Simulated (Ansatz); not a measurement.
Fields on a plane of BP (zinc blende)

```
BP
1.0
    0.00000     2.27414     2.27414
    2.27414     0.00000     2.27414
    2.27414     2.27414     0.00000
P B
1 1
Direct
  0.75000   0.75000   0.75000
  0.00000   0.00000   0.00000
```

The slice is a {111} plane (indices of the conventional cell) through the point (0.000, 0.000, 0.000) (fractional), spanned by u = [100] and v = [-1 2 0] in vectors of this cell: u (3.22 Å) and v (5.57 Å, at 90° to u). It covers one period; positions are fractions (u, v).

Atoms on it: B at (0.00, 0.00); B at (0.50, 0.50). Other atoms lie within 1 Å of the plane.

Method: PBE (plane waves to 420 eV, PAW, scalar-relativistic; Ansatz, a program for electronic structure). k mesh 12×12×12. Near the nuclei the fields are pseudised (PAW); where an atom keeps semicore shells as valence, they peak there. BP was relaxed with its symmetry unable to fall. The PAW data are Ansatz's earlier set.

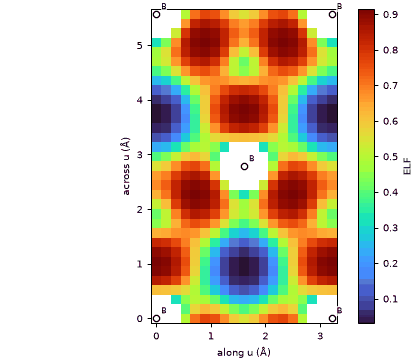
*Electron localisation function (ELF), one period of the plane, atoms marked. Points within 0.4 Å of a nucleus are left white, as the pseudised field means little there.*

```
|xxxxxxxxxx..::..      ..::..xxxxxxxx|
|xxxxxxxxxx                  xxxxxxxx|
|xxxxxxxx        xxxxxx        xxxxxx|
|xxxxxx....    xxxxxxxxxx    ..  xxxx|
|::::----::    xxxxxxxxxx    ::----::|
|******++::    xxxxxxxxxx    ::++****|
|%%%%##**==      xxxxxx      ==**##%%|
|@@@@%%##++::              ::++##%%@@|
|@@@@@@%%**==..          ..==**%%@@@@|
|@@@@@@%%##++--..      ..--++##%%@@@@|
|@@@@@@%%##**==..      ..==**##%%@@@@|
|@@@@@@%%##==..xxxxxxxxxx..==##%%@@@@|
|@@@@%%%%++::xxxxxxxxxxxxxx::++%%%%@@|
|%%%%%%##==xxxxxxxxxxxxxxxxxx==##%%%%|
|******++::xxxxxxxxxxxxxxxxxx::++****|
|--======..xxxxxxxxxxxxxxxxxx..======|
|    ..::..xxxxxxxxxxxxxxxxxx..::..  |
|          xxxxxxxxxxxxxxxxxx        |
|xxxx        xxxxxxxxxxxxxx        xx|
|xxxxxx    ..  xxxxxxxxxx....    xxxx|
|xxxxxx    ::----::::::----::    xxxx|
|xxxxxx    ::++**********++::    xxxx|
|xxxx      ==**##%%%%%%##**==      xx|
|        ::++##%%@@@@@@%%##++::      |
|      ..==**%%@@@@@@@@@@%%**==..    |
|    ..--++##%%@@@@@@@@@@%%##++--..  |
|    ..==**##%%@@@@@@@@@@%%##**==..  |
|xxxxxx..==##%%@@@@@@@@@@%%##==..xxxx|
|xxxxxxxx::++%%%%@@@@@@%%%%++::xxxxxx|
|xxxxxxxxxx==##%%%%%%%%%%##==xxxxxxxx|
|xxxxxxxxxx::++**********++::xxxxxxxx|
|xxxxxxxxxx..======--======..xxxxxxxx|
```
Scale: ten equal steps from 1.00 (start of ' ') to 9.50 (end of '@'), in the order ' .:-=+*#%@'. Values: electrostatic potential energy of an electron, from the cell's mean, in eV. The map has 18 points along u (two characters each, u = 0 at the left) and 32 along v (v = 0 in the bottom row). Points within 0.8 Å of a nucleus are blanked (x), as the pseudised field means little there. Values under 1 eV are set to 1. The zero, the cell's mean, hangs on the PAW cores.
